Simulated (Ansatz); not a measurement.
# One shape, several levels: doublet C2H4GaN+

We compute a comparison of 6 runs (UHF/3-21G, U-wB97M-V/def2-SVP, U-wB97X/def2-SVP, UB3LYP/def2-SVP, UPBE0/def2-SVP, RPA@PBE/def2-SVP) of doublet C2H4GaN+. 

The results are computed with Ansatz 0.2.0.

48 further runs of the same task are left out: 48 set aside as unsound or not needed. Runs told in other sessions of the task aren't counted.

### 1 The molecule

C2H4GaN+ has 8 atoms, charge +1, and is taken as a doublet. As SMILES of the parent species, `N=C=[CH][GaH2]`. The coordinates come from a PBE0-D4/def2-TZVP relaxation. That shape belongs to the parent species and isn't relaxed for this state.

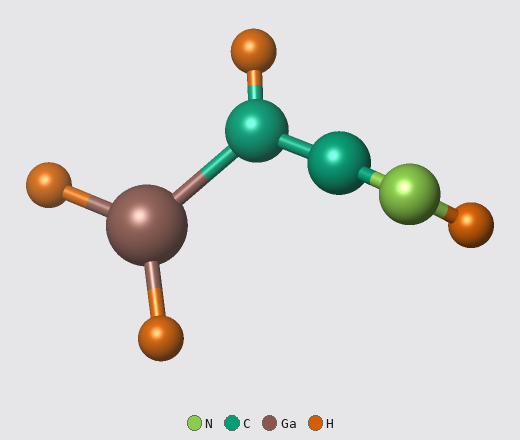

Viewed from a chosen angle; nitrogen green, carbon teal, gallium brown, hydrogen orange.

### 2 A single-point energy at UHF/3-21G (run 1)

molecule.yaml reads:

```yaml
crystal:
  periodic: [false, false, false]
  atoms:
    - {symbol: "N", position_ang: [0.336900, 2.061700, -0.854600]}
    - {symbol: C, position_ang: [0.365600, 1.114900, -0.096000]}
    - {symbol: C, position_ang: [0.472300, 0.025700, 0.622800]}
    - {symbol: Ga, position_ang: [-0.381300, -1.593600, 0.007200]}
    - {symbol: H, position_ang: [-0.411400, 2.740600, -0.770200]}
    - {symbol: H, position_ang: [1.040500, 0.073900, 1.545200]}
    - {symbol: H, position_ang: [-0.231900, -2.886400, 0.876300]}
    - {symbol: H, position_ang: [-1.190600, -1.536800, -1.330700]}
basis:
  gaussian:
    orbitals: 3-21G-spherical.json
total_charge: 1
output: {orbitals: {seedname: orbitals}}
hamiltonian:
  xc: hf
magnetization:
  spin_polarized: true
  initial_magnetization: 1
accuracy: high
```

The basis set 3-21G is read from a file made from the Basis Set Exchange's data (not shown).

Launch:

```bash
$ ansatz run molecule.yaml --threads 1 --pin off --max-ram 3480MiB --events-out events.jsonl --progress --plain --runs-dir runs
```

The log of the run:

```text
Warning: RAYON_NUM_THREADS=1 ignored (pool sized by the plan → 1); use --threads N
Functional definition: HF
  name "HF"
  exchange = exact_x
  correlation = 0
1180 factors; integrals over basis functions are off by at most 7.3e-9 eV
mean field evaluation 1: about -55646.0347 eV, gradient 3.0e1 eV
mean field evaluation 2: about -55646.3852 eV, gradient 3.0e1 eV
mean field evaluation 4: about -55653.5735 eV, gradient 8.4e0 eV
mean field evaluation 8: about -55654.5325 eV, gradient 7.7e-1 eV
mean field evaluation 16: about -55654.5935 eV, gradient 2.7e-6 eV
mean field evaluation 32: about -55654.5628 eV, gradient 4.5e-1 eV
mean field evaluation 64: about -55654.4131 eV, gradient 1.0e0 eV
mean field evaluation 96: about -55652.4037 eV, gradient 1.3e0 eV
mean field evaluation 128: about -55651.9153 eV, gradient 2.7e0 eV
mean field -55654.59351659 eV, -2045.2685876962 hartree, gradient 2.6e-8 eV, S^2 0.944913; 1 other end points of the search recorded, 0 dependent functions left out
reference -55654.59351659 eV, -2045.2685876962 hartree; 27, 26 occupied and 30, 31 virtual orbitals, 1180 factors
Total energy: -55654.59351659 eV, -2045.2685876962 hartree
```

It took 3.6 s on 1 thread of Arm Neoverse V1, shared host; peak memory 0.21 GiB.

### 3 The energy at U-wB97M-V/def2-SVP (run 2)

in.yaml reads:

```yaml
crystal:
  periodic: [false, false, false]
  atoms:
    - {symbol: "N", position_ang: [0.336900, 2.061700, -0.854600]}
    - {symbol: C, position_ang: [0.365600, 1.114900, -0.096000]}
    - {symbol: C, position_ang: [0.472300, 0.025700, 0.622800]}
    - {symbol: Ga, position_ang: [-0.381300, -1.593600, 0.007200]}
    - {symbol: H, position_ang: [-0.411400, 2.740600, -0.770200]}
    - {symbol: H, position_ang: [1.040500, 0.073900, 1.545200]}
    - {symbol: H, position_ang: [-0.231900, -2.886400, 0.876300]}
    - {symbol: H, position_ang: [-1.190600, -1.536800, -1.330700]}
basis:
  gaussian:
    orbitals: def2-SVP
total_charge: 1
magnetization:
  spin_polarized: true
  initial_magnetization: 1
hamiltonian:
  xc: {name: wB97M-V}
accuracy: high
output: {orbitals: {seedname: orbitals}}
```

Launch:

```bash
$ ansatz run in.yaml --threads 1 --pin off --max-ram 3480MiB --events-out events.jsonl --progress --plain --runs-dir runs
```

The log of the run:

```text
Warning: RAYON_NUM_THREADS=1 ignored (pool sized by the plan → 1); use --threads N
Functional definition: wB97M-V
  name "wB97M-V"
  parameter omega = 0.3/bohr
  parameter cx = 0.15
  parameter cx01 = 1.007
  parameter cx10 = 0.259
  parameter css00 = 0.443
  parameter css04 = -1.437
  parameter css10 = -4.535
  parameter css20 = -3.390
  parameter css43 = 4.278
  parameter cos00 = 1.000
  parameter cos10 = 1.358
  parameter cos20 = 2.924
  parameter cos21 = -8.812
  parameter cos60 = -1.390
  parameter cos61 = 9.142
  parameter b = 6.0
  parameter c = 0.01
  gx(w, u) = 1 - cx + cx01*u + cx10*w
  gss(w, u) = css00 + css04*u^4 + css10*w + css20*w^2 + css43*w^4*u^3
  gos(w, u) = cos00 + cos10*w + (cos20 + cos21*u)*w^2 + (cos60 + cos61*u)*w^6
  exchange = spin_sum(e_x_unif_sr(omega)*gx(b97_w, b97_u_x)) + cx*exact_x_sr(omega) + exact_x_lr(omega)
  correlation = spin_sum(e_c_pw_mod_same_spin*gss(b97_w, b97_u_same))
      + integral(e_c_pw_mod_opposite_spin*gos(b97_w_opposite, b97_u_opposite)) + vv10(b, c)
2062 factors; integrals over basis functions are off by at most 9.3e-9 eV
373 factors; integrals over basis functions are off by at most 2.6e-9 eV
mean field evaluation 1: about -55969.8861 eV, gradient 4.4e1 eV
mean field evaluation 2: about -55957.3691 eV, gradient 6.4e1 eV
mean field evaluation 4: about -55981.0135 eV, gradient 6.9e0 eV
mean field evaluation 8: about -55982.1876 eV, gradient 1.7e0 eV
mean field evaluation 16: about -55982.5053 eV, gradient 9.0e-2 eV
mean field evaluation 32: about -55982.5055 eV, gradient 4.1e-5 eV
mean field -55982.50546272 eV, -2057.3191294500 hartree, gradient 7.4e-8 eV, S^2 0.766865; 2 other end points of the search recorded, 0 dependent functions left out
reference -55982.50546741 eV, -2057.3191296220 hartree; 27, 26 occupied and 67, 68 virtual orbitals, 2062 factors
Total energy: -55982.50546741 eV, -2057.3191296220 hartree
```

Run time: 3.1 min. Hardware: 1 thread of Arm Neoverse V1, shared host; peak memory 1.1 GiB.

Runs 3 to 5 aren't shown in full; the table further down has their settings and results.

### 4 The energy at RPA@PBE/def2-SVP (run 6)

run.yaml reads:

```yaml
crystal:
  periodic: [false, false, false]
  atoms:
    - symbol: "N"
      position_ang: [0.336900, 2.061700, -0.854600]
    - symbol: C
      position_ang: [0.365600, 1.114900, -0.096000]
    - symbol: C
      position_ang: [0.472300, 0.025700, 0.622800]
    - symbol: Ga
      position_ang: [-0.381300, -1.593600, 0.007200]
    - symbol: H
      position_ang: [-0.411400, 2.740600, -0.770200]
    - symbol: H
      position_ang: [1.040500, 0.073900, 1.545200]
    - symbol: H
      position_ang: [-0.231900, -2.886400, 0.876300]
    - symbol: H
      position_ang: [-1.190600, -1.536800, -1.330700]
basis:
  gaussian: {orbitals: def2-SVP}
total_charge: 1
magnetization: {spin_polarized: true, initial_magnetization: 1}
hamiltonian: {xc: pbe}
correlation: {method: rpa, frozen_orbitals: {C: 1, Ga: 9, H: 0, "N": 1}}
accuracy: high
```

Launch:

```bash
$ ansatz run run.yaml --threads 1 --pin off --max-ram 3480MiB --events-out events.jsonl --progress --plain --runs-dir runs
```

The log of the run:

```text
Warning: RAYON_NUM_THREADS=1 ignored (pool sized by the plan → 1); use --threads N
Functional definition: PBE
  name "PBE"
  parameter kappa = 0.804
  parameter beta = 0.06672455060314922
  exchange = pbe_x(kappa = kappa, mu = beta*pi^2/3)
  correlation = pbe_c(beta = beta)
2062 factors; integrals over basis functions are off by at most 9.3e-9 eV
mean field evaluation 1: about -55952.9189 eV, gradient 6.2e1 eV
mean field evaluation 2: about -55952.9025 eV, gradient 6.2e1 eV
mean field evaluation 4: about -55957.7656 eV, gradient 4.8e1 eV
mean field evaluation 8: about -55970.5430 eV, gradient 1.7e1 eV
mean field evaluation 16: about -55974.5014 eV, gradient 2.4e0 eV
mean field evaluation 32: about -55974.5711 eV, gradient 9.1e-2 eV
mean field evaluation 64: about -55944.0476 eV, gradient 3.4e1 eV
mean field -55974.57181624 eV, -2057.0275733194 hartree, gradient 1.8e-8 eV, S^2 0.756218; 5 other end points of the search recorded, 0 dependent functions left out
12 core orbitals not correlated: weight in the atoms' cores, before any rotation towards them, 1.000 or more for the frozen orbitals, at most 0.000 for the correlated occupied ones
reference -55919.05224636 eV, -2054.9872667587 hartree; 15, 14 occupied and 67, 68 virtual orbitals, 2062 factors
Total energy: -55945.40800822 eV, -2055.9558231427 hartree
```

It took 49 s on 1 thread of Arm Neoverse V1, shared host; peak memory 0.54 GiB.

### 5 Overview of the runs

```
run               level  frozen core orbitals   energy (Eh)  HOMO energy (eV)  LUMO energy (eV)   ⟨S²⟩  wall time
  1           UHF/3-21G                     –  -2045.268588            -16.01             -6.36  0.945      3.6 s
  2  U-wB97M-V/def2-SVP                     –  -2057.319130            -15.44             -9.21  0.767    3.1 min
  3    U-wB97X/def2-SVP                     –  -2057.488624            -15.65             -9.12  0.773       85 s
  4     UB3LYP/def2-SVP                     –  -2057.536281            -13.06            -11.58  0.764       23 s
  5      UPBE0/def2-SVP                     –  -2057.071281            -13.25            -11.30  0.768       22 s
  6    RPA@PBE/def2-SVP                    12  -2055.955823                 –                 –  0.756       49 s
```

### 6 What came out

```
                                quantity           value
                     run 6: total energy  -2055.95582 Eh
 run 6: RPA correlation energy (valence)      -968.6 mEh
run 6: ⟨S²⟩ of the reference determinant           0.756
```

What this shows: Totals of different functionals can't be ranked against each other. Spin contamination of the reference: run 1 ⟨S²⟩ = 0.94. All runs together took 6.2 min, the longest 3.1 min.
